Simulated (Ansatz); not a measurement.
# BSiHCl (quartet): the correlation ladder, cc-pVDZ

How much of the correlation energy of BSiHCl (quartet) does each wave-function method recover here?

The runs use Ansatz 0.2.0, Gaussian basis; cc-pVDZ, core rule «outside noble gas», up to 11 orbitals frozen.

Plan: UHF; CCSD(T) on ROHF; CCSD(T) on UHF; BCCD(T) on ROHF; CISD as a restricted active space (open shells left free, so some higher excitations enter); CCSDT(Q) on ROHF; CCSDT(Q) on UHF.

17 further runs of the same task are left out: 5 that didn't finish, 12 set aside as unsound or not needed. Runs told in other sessions of the task aren't counted.

## 1. The geometry

The geometry is a PBE0/def2-TZVP stationary point (not a proven minimum) of the parent state, kept for this charge and spin.

4 atoms, charge 0, spin multiplicity 4.

Atoms are counted from 1 here; the program's logs count them from 0.

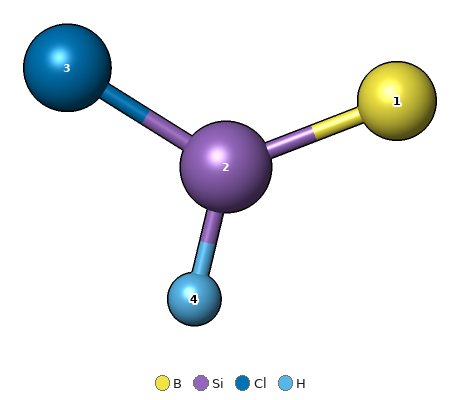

The geometry (colours as in the key); atoms are numbered from 1 in the order of the file.

In the tables R marks a restricted open-shell determinant and U an unrestricted one; energies count from the table's Hartree-Fock row.

## 2. UHF

The input, in.yaml:

```yaml
crystal:
  periodic: [false, false, false]
  atoms:
    - {symbol: B, position_ang: [0.000000, -0.774798, 2.297978]}
    - {symbol: Si, position_ang: [0.000000, 0.426352, 0.690864]}
    - {symbol: Cl, position_ang: [0.000000, -0.155923, -1.269218]}
    - {symbol: H, position_ang: [0.000000, 1.914765, 0.744971]}
basis:
  gaussian: {orbitals: cc-pVDZ}
magnetization: {spin_polarized: true, initial_magnetization: 3}
hamiltonian: {xc: hf}
output: {orbitals: {seedname: orbitals}}
```

Run with:

```bash
$ ansatz run in.yaml --threads 1 --pin off --events-out ev --progress --plain --max-ram 2393MiB
```

What it wrote:

```text
Functional definition: HF
  name "HF"
  cite "Fock, Z. Phys. 61, 126 (1930) doi:10.1007/BF01340294"
  parent pbe
  exchange = exact_x
  correlation = 0
554 factors; integrals over basis functions are off by at most 1.2e-3 eV
mean field evaluation 1: about -21048.2354 eV, gradient 9.7e0 eV
mean field evaluation 2: about -21048.2923 eV, gradient 9.8e0 eV
mean field evaluation 4: about -21050.1430 eV, gradient 2.8e0 eV
mean field evaluation 8: about -21050.4623 eV, gradient 2.3e-1 eV
mean field evaluation 16: about -21049.4589 eV, gradient 4.4e0 eV
mean field evaluation 32: about -21048.2349 eV, gradient 9.7e0 eV
mean field -21050.46445996 eV, -773.5903003864 hartree, gradient 2.5e-5 eV, S^2 3.757811; 0 other end points of the search recorded, 0 dependent functions left out
reference -21050.46445996 eV, -773.5903003864 hartree; 20, 17 occupied and 35, 38 virtual orbitals, 554 factors
Total energy: -21050.46445996 eV, -773.5903003864 hartree
```

Run time: 1.5 s. Hardware: 1 thread of Intel Xeon Platinum 8259CL at 2.50GHz, shared host.

From the report: ⟨S²⟩ of the determinant 3.758 (pure quartet: 3.75).

## 3. CCSD(T) on ROHF

Changes to in.yaml since step 2:

```diff
@@ -9,4 +9,4 @@
   gaussian: {orbitals: cc-pVDZ}
-magnetization: {spin_polarized: true, initial_magnetization: 3}
-hamiltonian: {xc: hf}
-output: {orbitals: {seedname: orbitals}}
+magnetization: {spin_polarized: false, initial_magnetization: 3}
+correlation: {method: ccsd_t, electrons: outside_noble_gas}
+output: {forces: true}
```

Launched as before.

What it wrote, cut to the lines that bear on the results:

```text
Functional definition: HF
  name "HF"
  cite "Fock, Z. Phys. 61, 126 (1930) doi:10.1007/BF01340294"
  parent pbe
[...]
554 factors; integrals over basis functions are off by at most 1.2e-3 eV
[...]
mean field -21050.40468288 eV, -773.5881036189 hartree, gradient 3.8e-6 eV, S^2 3.750000; 1 other end points of the search recorded, 0 dependent functions left out
[...]
determinant -21050.40468288 eV, -773.5881036189 hartree, with singles and doubles -21058.35118056 eV, -773.8801320225 hartree
determinant -21048.75000232 eV, -773.5272952302 hartree, with singles and doubles -21056.53502136 eV, -773.8133894030 hartree
11 core orbitals not correlated: weight in the atoms' cores, before any rotation towards them, 1.000 or more for the frozen orbitals, at most 0.000 for the correlated occupied ones
reference -21050.40468288 eV, -773.5881036189 hartree; 9, 6 occupied and 35, 38 virtual orbitals, 554 factors
second order -6.90829671 eV of doubles, -0.03518909 eV of singles
cycle   1  -7.94704596 eV  change   -5.5e-4 eV  update   1.2e-3
[...]
cycle  10  -7.94767246 eV  change   -2.5e-7 eV  update   7.4e-7
perturbative correction -0.24617546 eV, -0.0090467813 hartree
[...]
Total energy: -21058.59853079 eV, -773.8892219759 hartree
Atom 0 at     0.000000    -0.774798     2.297978 Å, force    -0.000000     1.071641    -1.528233 eV/Å
Atom 1 at     0.000000     0.426352     0.690864 Å, force     0.000000    -0.887372     2.245935 eV/Å
Atom 2 at     0.000000    -0.155923    -1.269218 Å, force     0.000000    -0.146604    -0.598916 eV/Å
Atom 3 at     0.000000     1.914765     0.744971 Å, force     0.000000    -0.037665    -0.118787 eV/Å
Dipole moment:     0.000000     0.261783    -0.115124 e Å
```

It took 12 s on 1 thread of Intel Xeon Platinum 8259CL at 2.50GHz, shared host.

From the report: correlation -8.1938 eV; T1 0.023; largest double amplitude 0.05.

## 4. CCSD(T) on UHF

Changes to in.yaml since step 3:

```diff
@@ -9,3 +9,3 @@
   gaussian: {orbitals: cc-pVDZ}
-magnetization: {spin_polarized: false, initial_magnetization: 3}
+magnetization: {spin_polarized: true, initial_magnetization: 3}
 correlation: {method: ccsd_t, electrons: outside_noble_gas}
```

Launched as before.

What it wrote, cut to the lines that bear on the results:

```text
Functional definition: HF
  name "HF"
  cite "Fock, Z. Phys. 61, 126 (1930) doi:10.1007/BF01340294"
  parent pbe
[...]
554 factors; integrals over basis functions are off by at most 1.2e-3 eV
[...]
mean field -21050.46445996 eV, -773.5903003864 hartree, gradient 8.8e-6 eV, S^2 3.757811; 3 other end points of the search recorded, 0 dependent functions left out
determinant -21050.46445996 eV, -773.5903003864 hartree, with singles and doubles -21058.35333392 eV, -773.8802111569 hartree
determinant -21048.90491277 eV, -773.5329880842 hartree, with singles and doubles -21056.53861525 eV, -773.8135214758 hartree
11 core orbitals not correlated: weight in the atoms' cores, before any rotation towards them, 1.000 or more for the frozen orbitals, at most 0.000 for the correlated occupied ones
reference -21050.46445996 eV, -773.5903003864 hartree; 9, 6 occupied and 35, 38 virtual orbitals, 554 factors
second order -6.86075543 eV of doubles, -0.00000000 eV of singles
cycle   1  -7.88938326 eV  change   -5.1e-4 eV  update   1.2e-3
[...]
cycle  11  -7.88998870 eV  change   -3.9e-7 eV  update   3.0e-7
perturbative correction -0.24387732 eV, -0.0089623264 hartree
[...]
Total energy: -21058.59832599 eV, -773.8892144495 hartree
Atom 0 at     0.000000    -0.774798     2.297978 Å, force    -0.000000     1.072610    -1.529309 eV/Å
Atom 1 at     0.000000     0.426352     0.690864 Å, force     0.000000    -0.888718     2.246429 eV/Å
Atom 2 at     0.000000    -0.155923    -1.269218 Å, force    -0.000000    -0.146080    -0.598125 eV/Å
Atom 3 at     0.000000     1.914765     0.744971 Å, force     0.000000    -0.037812    -0.118995 eV/Å
Dipole moment:    -0.000000     0.262314    -0.115772 e Å
```

Wall time 12 s (1 thread of Intel Xeon Platinum 8259CL at 2.50GHz, shared host).

From the report: ⟨S²⟩ of the determinant 3.758 (pure quartet: 3.75); correlation -8.1339 eV; T1 0.023; largest double amplitude 0.05.

## 5. BCCD(T) on ROHF

Changes to in.yaml since step 4:

```diff
@@ -9,4 +9,3 @@
   gaussian: {orbitals: cc-pVDZ}
-magnetization: {spin_polarized: true, initial_magnetization: 3}
-correlation: {method: ccsd_t, electrons: outside_noble_gas}
-output: {forces: true}
+magnetization: {spin_polarized: false, initial_magnetization: 3}
+correlation: {method: bccd_t, electrons: outside_noble_gas}
```

Launched as before.

What it wrote, cut to the lines that bear on the results:

```text
Functional definition: HF
  name "HF"
  cite "Fock, Z. Phys. 61, 126 (1930) doi:10.1007/BF01340294"
  parent pbe
[...]
554 factors; integrals over basis functions are off by at most 1.2e-3 eV
[...]
mean field -21050.40468288 eV, -773.5881036189 hartree, gradient 3.8e-6 eV, S^2 3.750000; 1 other end points of the search recorded, 0 dependent functions left out
[...]
determinant -21050.40468288 eV, -773.5881036189 hartree, with singles and doubles -21058.35118056 eV, -773.8801320225 hartree
determinant -21048.75000232 eV, -773.5272952302 hartree, with singles and doubles -21056.53502136 eV, -773.8133894030 hartree
11 core orbitals not correlated: weight in the atoms' cores, before any rotation towards them, 1.000 or more for the frozen orbitals, at most 0.000 for the correlated occupied ones
reference -21050.40468288 eV, -773.5881036189 hartree; 9, 6 occupied and 35, 38 virtual orbitals, 554 factors
second order -6.90829671 eV of doubles, -0.03518909 eV of singles
cycle   1  -7.93833487 eV  change    8.2e-3 eV  update   7.5e-3
[...]
cycle   9  -7.93603597 eV  change    1.0e-6 eV  update   1.0e-5
perturbative correction -0.25898752 eV, -0.0095176157 hartree
Total energy: -21058.59970636 eV, -773.8892651772 hartree
```

It took 6 s on 1 thread of Intel Xeon Platinum 8259CL at 2.50GHz, shared host.

From the report: correlation -8.1950 eV; largest double amplitude 0.05.

## 6. CISD as a restricted active space (open shells left free, so some higher excitations enter)

Changes to in.yaml since step 5:

```diff
@@ -10,2 +10,2 @@
 magnetization: {spin_polarized: false, initial_magnetization: 3}
-correlation: {method: bccd_t, electrons: outside_noble_gas}
+correlation: {active_space: {ras: {orbitals: [6, 3, 35], electrons: 15, max_holes: 2, max_particles: 2}, fixed_orbitals: true}}
```

Launched as before.

What it wrote:

```text
Functional definition: HF
  name "HF"
  cite "Fock, Z. Phys. 61, 126 (1930) doi:10.1007/BF01340294"
  parent pbe
  exchange = exact_x
  correlation = 0
554 factors; integrals over basis functions are off by at most 1.2e-3 eV
mean field evaluation 1: about -21048.3243 eV, gradient 1.2e1 eV
mean field evaluation 2: about -21048.3744 eV, gradient 1.2e1 eV
mean field evaluation 4: about -21050.1853 eV, gradient 2.7e0 eV
mean field evaluation 8: about -21050.3996 eV, gradient 4.9e-1 eV
mean field evaluation 16: about -21050.4047 eV, gradient 3.8e-6 eV
mean field -21050.40468288 eV, -773.5881036189 hartree, gradient 3.8e-6 eV, S^2 3.750000; 0 other end points of the search recorded, 0 dependent functions left out
reference -21050.40468288 eV, -773.5881036189 hartree; 20, 17 occupied and 35, 38 virtual orbitals, 554 factors
state -21057.56749453 eV, -773.8513320922 hartree
Total energy: -21057.56749453 eV, -773.8513320922 hartree
```

Wall time 37 s (1 thread of Intel Xeon Platinum 8259CL at 2.50GHz, shared host).

From the report: 293,138 determinants.

## 7. CCSDT(Q) on ROHF

Changes to in.yaml since step 6:

```diff
@@ -10,2 +10,2 @@
 magnetization: {spin_polarized: false, initial_magnetization: 3}
-correlation: {active_space: {ras: {orbitals: [6, 3, 35], electrons: 15, max_holes: 2, max_particles: 2}, fixed_orbitals: true}}
+correlation: {method: ccsdt_q, electrons: outside_noble_gas}
```

Same command.

What it wrote, cut to the lines that bear on the results:

```text
Functional definition: HF
  name "HF"
  cite "Fock, Z. Phys. 61, 126 (1930) doi:10.1007/BF01340294"
  parent pbe
[...]
1054 factors; integrals over basis functions are off by at most 1.7e-7 eV
[...]
mean field -21050.40476926 eV, -773.5881067934 hartree, gradient 3.6e-6 eV, S^2 3.750000; 1 other end points of the search recorded, 0 dependent functions left out
[...]
determinant -21050.40476926 eV, -773.5881067934 hartree, with singles and doubles -21058.35126810 eV, -773.8801352396 hartree
determinant -21048.75009822 eV, -773.5272987543 hartree, with singles and doubles -21056.53511930 eV, -773.8133930020 hartree
11 core orbitals not correlated: weight in the atoms' cores, before any rotation towards them, 1.000 or more for the frozen orbitals, at most 0.000 for the correlated occupied ones
reference -21050.40476926 eV, -773.5881067934 hartree; 9, 6 occupied and 35, 38 virtual orbitals, 1054 factors
second order -6.90831704 eV of doubles, -0.03518916 eV of singles
cycle   1  -7.63211033 eV  change   -6.9e-1 eV  update   8.8e-2
[...]
cycle  17  -8.23606622 eV  change   -4.4e-7 eV  update   1.9e-6
perturbative correction -0.01949742 eV, -0.0007165168 hartree
Total energy: -21058.66033289 eV, -773.8914931610 hartree
```

It took 88 s on 1 thread of Intel Xeon Platinum 8259CL at 2.50GHz, shared host; peak memory 1 GiB.

From the report: correlation -8.2556 eV; T1 0.025; largest double amplitude 0.05.

## 8. CCSDT(Q) on UHF

Changes to in.yaml since step 7:

```diff
@@ -9,3 +9,3 @@
   gaussian: {orbitals: cc-pVDZ}
-magnetization: {spin_polarized: false, initial_magnetization: 3}
+magnetization: {spin_polarized: true, initial_magnetization: 3}
 correlation: {method: ccsdt_q, electrons: outside_noble_gas}
```

Launched as before.

What it wrote, cut to the lines that bear on the results:

```text
Functional definition: HF
  name "HF"
  cite "Fock, Z. Phys. 61, 126 (1930) doi:10.1007/BF01340294"
  parent pbe
[...]
1054 factors; integrals over basis functions are off by at most 1.7e-7 eV
[...]
mean field -21050.46454679 eV, -773.5903035771 hartree, gradient 5.8e-6 eV, S^2 3.757811; 3 other end points of the search recorded, 0 dependent functions left out
determinant -21050.46454679 eV, -773.5903035771 hartree, with singles and doubles -21058.35342177 eV, -773.8802143854 hartree
determinant -21048.90500915 eV, -773.5329916261 hartree, with singles and doubles -21056.53871345 eV, -773.8135250848 hartree
11 core orbitals not correlated: weight in the atoms' cores, before any rotation towards them, 1.000 or more for the frozen orbitals, at most 0.000 for the correlated occupied ones
reference -21050.46454679 eV, -773.5903035771 hartree; 9, 6 occupied and 35, 38 virtual orbitals, 1054 factors
second order -6.86077479 eV of doubles, -0.00000000 eV of singles
cycle   1  -7.55872689 eV  change   -7.0e-1 eV  update   8.9e-2
[...]
cycle  18  -8.17670723 eV  change   -4.4e-7 eV  update   1.2e-6
perturbative correction -0.02051246 eV, -0.0007538189 hartree
Total energy: -21058.66176647 eV, -773.8915458443 hartree
```

Run time: 80 s. Hardware: 1 thread of Intel Xeon Platinum 8259CL at 2.50GHz, shared host; peak memory 0.75 GiB.

From the report: ⟨S²⟩ of the determinant 3.758 (pure quartet: 3.75); correlation -8.1972 eV; T1 0.025; largest double amplitude 0.05.

## 9. Misses and costs

The yardstick is UCCSDT(Q), where the cluster series has nearly closed. Rows without a time are mean-field rows or come out of runs for another level: lower rungs of the coupled-cluster runs, or the Hartree-Fock search. The times of RCCSD(T), UCCSD(T) include forces.

Differences are taken before rounding.

```csv
method,energy from the lowest ROHF (kJ/mol),from UCCSDT(Q) (kJ/mol),time
ROHF,0.0,+796.7,
UHF,-5.8,+790.9,
RMP2,-669.9,+126.7,
UMP2,-667.7,+129.0,
CISD,-691.1,+105.6,37 s
RCCSD,-766.8,+29.9,
UCCSD,-767.0,+29.7,
RCCSD(T),-790.6,+6.1,12 s
UCCSD(T),-790.6,+6.1,12 s
BCCD(T),-790.7,+6.0,6 s
RCCSDT,-794.7,+2.0,
UCCSDT,-794.7,+2.0,
RCCSDT(Q),-796.5,+0.1,88 s
UCCSDT(Q),-796.7,0,80 s
```

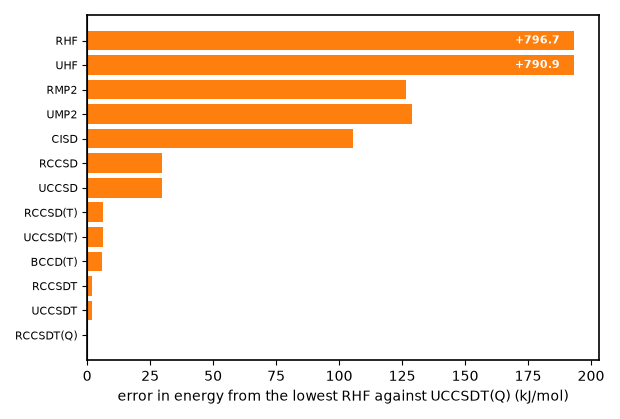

Error of each method against UCCSDT(Q). Bars with a number in them are cut short.

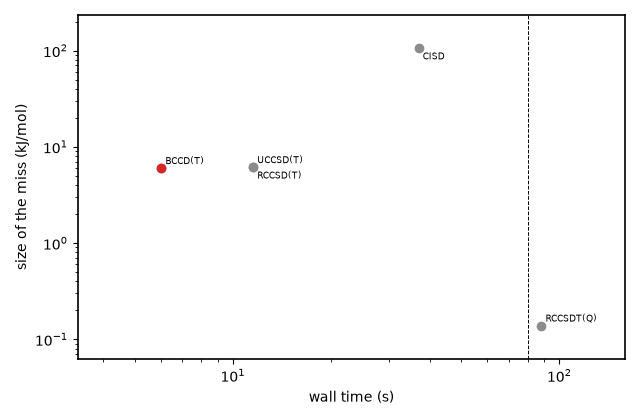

Miss against cost. Red marks the levels that no quicker level drawn beats (of those quicker than the yardstick), and the dashed line is the time of UCCSDT(Q). Times are from a shared host.

## 10. What came out

| quantity | value |
| --- | --- |
| UCCSDT(Q) from the ROHF energy | -8.2571 eV |
| RMP2 from UCCSDT(Q) | +126.7 kJ/mol |
| UMP2 from UCCSDT(Q) | +129.0 kJ/mol |
| RCCSD from UCCSDT(Q) | +29.9 kJ/mol |
| RCCSD(T) from UCCSDT(Q) | +6.1 kJ/mol |
| UCCSD(T) from UCCSDT(Q) | +6.1 kJ/mol |
| RCCSDT(Q) from UCCSDT(Q) | +0.1 kJ/mol |
| levels within 1 kcal/mol (43 meV) | RCCSDT, UCCSDT, RCCSDT(Q) |
| T1 diagnostic | 0.023 |

RCCSD(T) misses by +6.1 kJ/mol, 0.8 % of the correlation energy. These misses are within one basis, not against nature; the frozen cores of restricted and unrestricted runs differ, which can shift their rows.

With open shells the CI space here admits some higher excitations, so it is larger than plain CISD.

For cost: BCCD(T) gets within 6.0 kJ/mol in 6 s, where UCCSDT(Q) took 80 s.
